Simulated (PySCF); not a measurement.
CH$_{5}$O, charge −1, SMILES `[OH-].C`.

Method: PBE/def2-SVPD; geometry: GFN2-xTB; program: PySCF.

Coordinates in Å:

```
O1       1.4514   -0.1117   -0.0000
H2       1.6819    0.8309   -0.0001
C3      -1.3357    0.0073    0.0000
H4      -1.7530   -0.9935   -0.0504
H5      -1.6753    0.4923    0.9106
H6      -1.6728    0.5800   -0.8593
H7      -0.1779   -0.0600   -0.0009
```

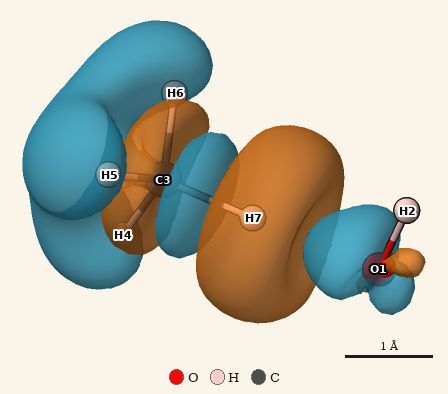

Density of the complex less the densities of the two fragments at the same geometry, ±0.01 e/Å³ (light blue: gain, orange: loss). Fragment A: OH(−1) (atoms 1–2); fragment B: H4C.

> How is the density rearranged on binding?

Hirshfeld charges show 0.057 e passing from A to B. By Hirshfeld charges, electrons gather most on H4 (−0.043 e) and leave H7 most (+0.095 e); 0.29 e is displaced in all.

> What is the interaction energy, and which contacts carry it?

The counterpoise-corrected interaction energy of the frozen fragments is −5.4 kcal/mol without dispersion correction and −6.0 kcal/mol with D3(BJ). The pair geometry is semi-empirical, not a minimum at this level. Contacts: O1···H7, weak C–H hydrogen bond, 1.63 Å, ρ = 0.060 a.u. The pose is a local one from a semi-empirical search, not shown to be the most stable.
